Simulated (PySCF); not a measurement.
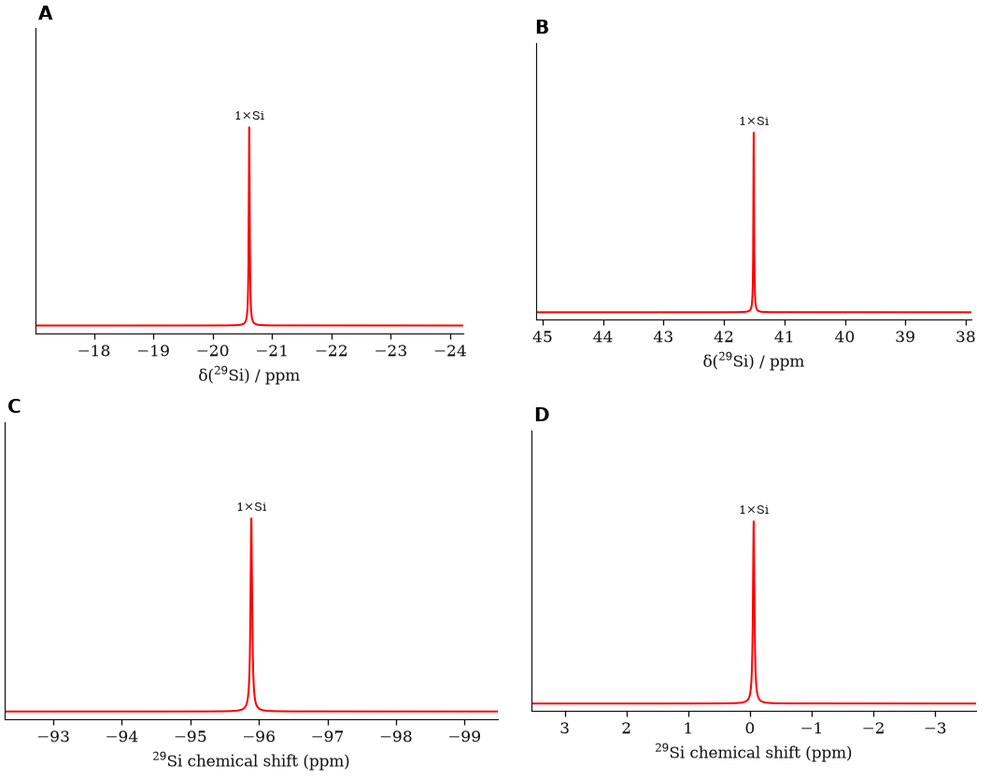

GIAO shifts, KT2/pcSseg-1, PySCF, at a PBE0-D3(BJ)/def2-SVP geometry (no frequency check), against TMS for ²⁹Si computed at the same level. Gas phase, fully decoupled, line heights follow the number of nuclei, widths are arbitrary (no quadrupolar broadening); values of one conformer, averaged over methyl-type rotors and exact or near symmetry.

Question: Pair each panel with its molecule.
1. CCl₃NSi (Si(CN)Cl3), SMILES N#C[Si](Cl)(Cl)Cl
2. CH₃Cl₃Si, SMILES C[Si](Cl)(Cl)Cl
3. SiNH₂Cl₃, SMILES N[Si](Cl)(Cl)Cl
4. C₄H₄Si (Si(CCH)2H2), SMILES [H][Si]([H])(C#C)C#C

Answer: A: 1 (−20.6 (1 Si) ppm)
B: 2 (41.5 (1 Si) ppm)
C: 4 (−95.9 (1 Si) ppm)
D: 3 (−0.1 (1 Si) ppm)
